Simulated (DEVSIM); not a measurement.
System: Si p+/n-/n+ power diode, at 300 K.

```csv
layer (left to right),material,thickness (μm),Nd (cm⁻³),Na (cm⁻³),τn (s),τp (s)
1,Si,2.50,-,4e18,0.00022,0.00022
2,Si,47.0,7e15,-,0.00022,0.00022
3,Si,12.0,1.4e18,-,0.00022,0.00022
```

Left contact: ohmic. Right contact: ohmic. Voltage is applied to the left contact. Recombination: SRH at mid-gap. Mobility is μmin + (μ − μmin)/(1 + (N/Nref)^α).

Constants are typed, rounded textbook-type inputs, not results; the design itself was drawn at random and stands for no fabricated device. Values at 300 K.

| parameter | Si |
|---|---|
| gap (eV) | 1.124 |
| affinity (eV) | 4.05 |
| permittivity | 11.7 |
| Nc (cm⁻³) | 2.86e19 |
| Nv (cm⁻³) | 3.1e19 |
| μn (cm²/Vs) | 1417 |
| μp (cm²/Vs) | 470 |
| μn,min | 52 |
| μp,min | 45 |
| Nref,n | 9.7e16 |
| Nref,p | 2.2e17 |
| αn | 0.68 |
| αp | 0.72 |

DEVSIM, 1D drift-diffusion, Boltzmann statistics, complete ionisation; no tunnelling, impact ionisation, image-force lowering or self-heating.

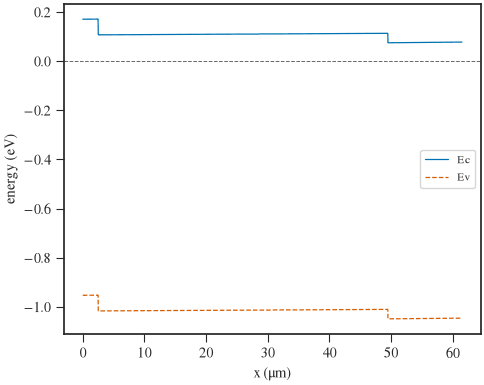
*Band edges at 0.9 V on the left contact*

Energies count from the Fermi level of the right contact; mesh points crowd at the junctions.

| x (μm) | Ec (eV) | Ev (eV) | n (cm⁻³) | p (cm⁻³) | field (V/cm) |
|---|---|---|---|---|---|
| 0.000 | 0.171 | -0.953 | < 1e2 | 4.0e18 | ≈ 0 |
| 0.07490 | 0.171 | -0.953 | 8.7e14 | 4.0e18 | ≈ 0 |
| 0.3789 | 0.171 | -0.953 | 4.4e15 | 4.0e18 | ≈ 0 |
| 1.522 | 0.171 | -0.953 | 1.8e16 | 4.0e18 | ≈ 0 |
| 2.372 | 0.171 | -0.953 | 2.7e16 | 4.0e18 | ≈ 0 |
| 2.487 | 0.171 | -0.953 | 2.9e16 | 4.0e18 | -260 |
| 2.540 | 0.107 | -1.017 | 3.4e17 | 3.4e17 | -24 |
| 2.911 | 0.107 | -1.017 | 3.4e17 | 3.4e17 | ≈ 0 |
| 4.287 | 0.108 | -1.016 | 3.4e17 | 3.4e17 | ≈ 0 |
| 10.34 | 0.108 | -1.016 | 3.4e17 | 3.4e17 | ≈ 0 |
| 32.55 | 0.111 | -1.013 | 3.4e17 | 3.3e17 | ≈ 0 |
| 47.03 | 0.113 | -1.011 | 3.3e17 | 3.3e17 | ≈ 0 |
| 48.92 | 0.114 | -1.010 | 3.3e17 | 3.3e17 | ≈ 0 |
| 49.38 | 0.114 | -1.010 | 3.3e17 | 3.2e17 | ≈ 0 |
| 49.50 | 0.081 | -1.043 | 1.2e18 | 9.2e16 | -17000 |
| 49.59 | 0.075 | -1.049 | 1.5e18 | 7.3e16 | ≈ 0 |
| 49.95 | 0.075 | -1.049 | 1.5e18 | 7.1e16 | ≈ 0 |
| 51.42 | 0.076 | -1.048 | 1.5e18 | 6.2e16 | ≈ 0 |
| 58.74 | 0.077 | -1.047 | 1.4e18 | 1.8e16 | ≈ 0 |
| 60.85 | 0.078 | -1.046 | 1.4e18 | 4.2e15 | ≈ 0 |
| 61.36 | 0.078 | -1.046 | 1.4e18 | 8.9e14 | ≈ 0 |
| 61.50 | 0.078 | -1.046 | 1.4e18 | < 1e2 | ≈ 0 |
